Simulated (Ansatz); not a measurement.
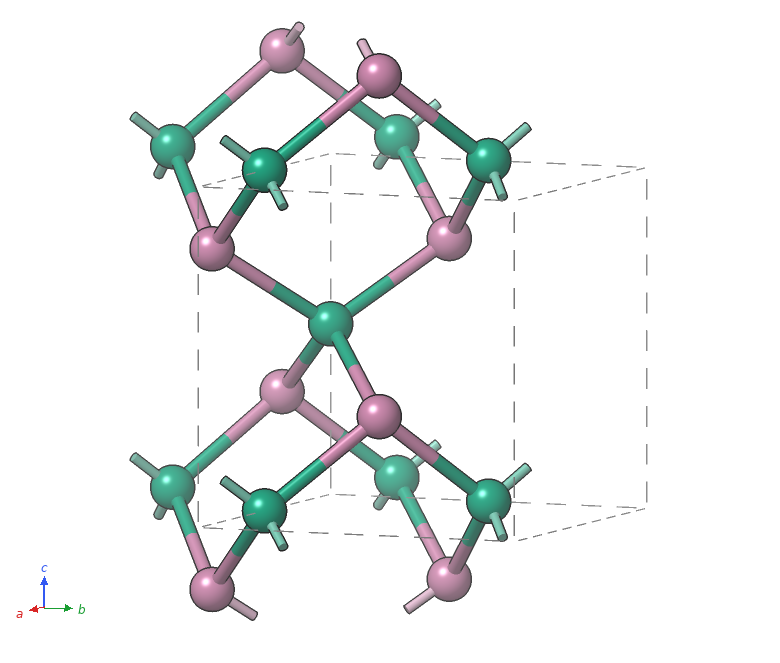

The picture shows a finite piece of the underlying net of a crystal structure, nodes on the atoms' positions. Nodes are coloured by topological kind. Short stubs are edges that leave the cut-out.

Question: Classify the net: periodicity, connectivity, name.

Answer: A binodal (3,4)-connected, three-periodic net.

Question: Give point symbol and coordination sequence of each kind of node.

Answer: 3-connected node: 6³, sequence 3, 9, 15, 33, 45; 4-connected node: 6²·8⁴, sequence 4, 8, 20, 30, 60.

The net was derived as follows. Ti3P4 (space group P-43m, No. 215): the geometry relaxed with DFT PBE, scalar-relativistic, plane waves, PAW (Ansatz 0.2.0); the starting structure was generated, so it need not be a known form of this composition. Bonds are taken as P–Ti below 2.7 Å. Atoms with one bond or none are removed and atoms with two bonds are replaced by edges, until no such atom is left. P is a 3-connected node; Ti is a 4-connected node, in the ratio 4:3.
